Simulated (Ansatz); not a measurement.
**C3H8O2Si: density, localisation and related maps**

The calculation's input:

```
crystal:
  periodic: [false, false, false]
  atoms:
    - { symbol: C, position_ang: [-2.158, 0.0106, -0.0888] }
    - { symbol: C, position_ang: [-0.8756, 0.1678, -0.1289] }
    - { symbol: C, position_ang: [-0.2187, 1.4179, 0.3532] }
    - { symbol: O, position_ang: [-0.0742, -0.8803, -0.6669] }
    - { symbol: Si, position_ang: [1.5018, -1.0715, -0.6584] }
    - { symbol: O, position_ang: [2.0073, -1.2413, 0.9243] }
    - { symbol: H, position_ang: [-2.8166, 0.8454, 0.291] }
    - { symbol: H, position_ang: [-2.6543, -0.8231, -0.481] }
    - { symbol: H, position_ang: [-0.9064, 2.1874, 0.7376] }
    - { symbol: H, position_ang: [0.4143, 1.8764, -0.4034] }
    - { symbol: H, position_ang: [0.4468, 1.1978, 1.2464] }
    - { symbol: H, position_ang: [2.87461, -0.77461, 0.82387] }
    - { symbol: H, position_ang: [1.8366, -2.2429, -1.424] }
    - { symbol: H, position_ang: [1.305, -1.608, 1.5348] }
basis:
  gaussian: { orbitals: "6-31G" }
hamiltonian:
  xc: pbe0
  dispersion: d4
relax:
  f_tol: 0.02
  max_steps: 50
output:
  orbitals: {}
```

Launched as:

```sh
ansatz run input.yaml --threads 1 --pin off --max-ram 2048MiB --backend cpu --events-out ev --progress --plain --runs-dir out
```

The fields are those of the relaxed geometry.

All numbers below come from RKS PBE0-D4/6-31G in Ansatz 0.2.0.

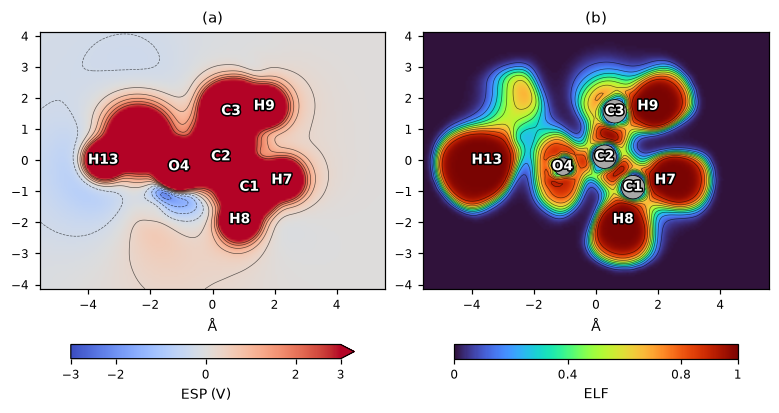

Figure 1. (a) molecular electrostatic potential; (b) electron localisation function on the plane of atoms C3, C2 and O4. Grey discs cover the atomic cores in the ELF map.

Question: Describe what can be read from this map.

Answer: The plane passes through C, O and H nuclei. C–C (1.34 Å): the ELF peaks at about 0.95 between the atoms (a short, multiple covalent bond). C–O (1.38 Å): the ELF peaks at about 0.85 between the atoms: a shared but strongly polarised pair. C–C (1.50 Å): the ELF peaks at about 0.95 between the atoms, as expected for a covalent bond. C–H (1.08 Å): the ELF climbs to about 1 towards the hydrogen, as it does in any bond to H; a covalent bond by its length. The ELF also peaks beside O4, away from the bonds: lone-pair regions. Outside the dense part of the molecule the potential is most negative (−1.6 V) near O4.

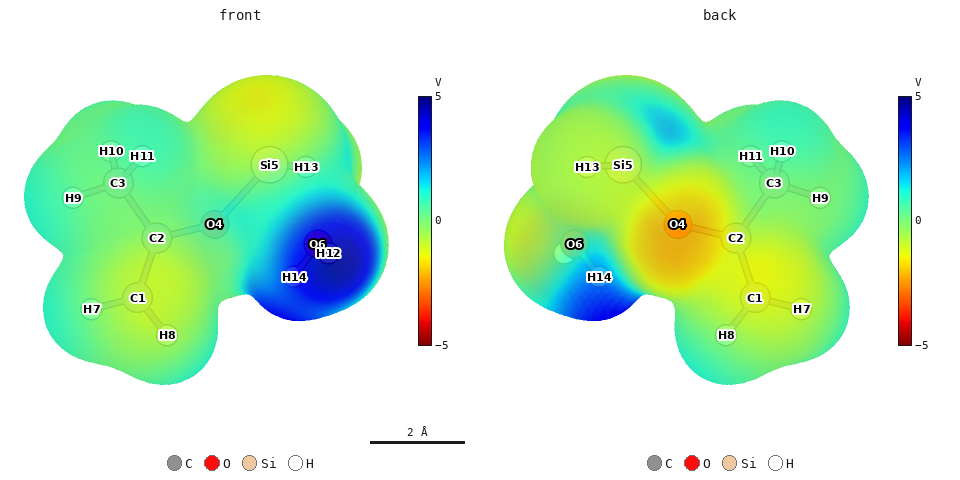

Figure 2. The electrostatic potential painted on the density surface at 0.004 e/bohr³, seen from the front and from behind; red is negative and blue positive.

Question: Where is the surface potential most negative and most positive?

Answer: The most negative region (about −2.2 V) lies over O4, the most positive (about +4.5 V) over H12. O4 is the likeliest acceptor of a hydrogen bond.

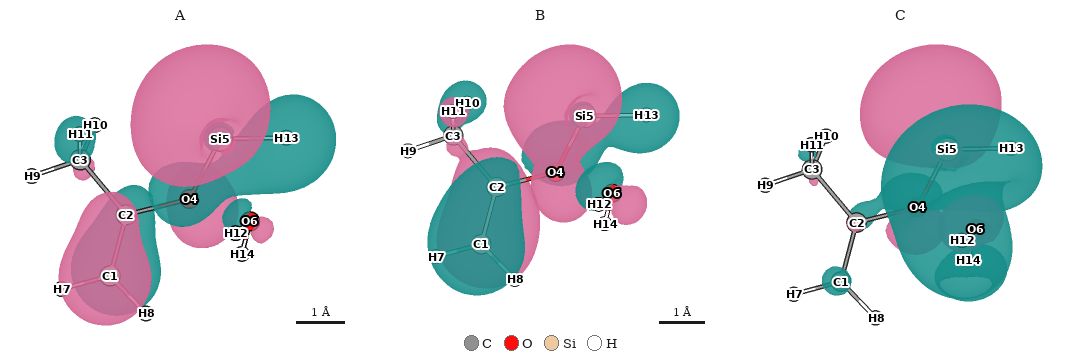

Figure 3. Three frontier orbitals at ±0.08 Å⁻³ᐟ² (teal and pink are the two phases), in no order.

Question: Order the three orbitals by energy and name them.

Answer: B is the HOMO−1 (−6.36 eV). By Hirshfeld shares it lies mainly on C1 (about 30 %), Si5 (about 25 %), C2 (about 15 %) and O4 (about 15 %). A is the HOMO (−5.65 eV). Its weight (Hirshfeld) is mainly on Si5 (about 45 %), O4 (about 15 %), C1 (about 15 %), H13 (about 10 %) and C2 (about 5 %). C is the LUMO (−0.52 eV). It lies mainly on Si5 (about 60 %), O6 (about 10 %) and H12 (about 10 %).

Question: What is the HOMO–LUMO gap?

Answer: 5.13 eV between the orbital energies.
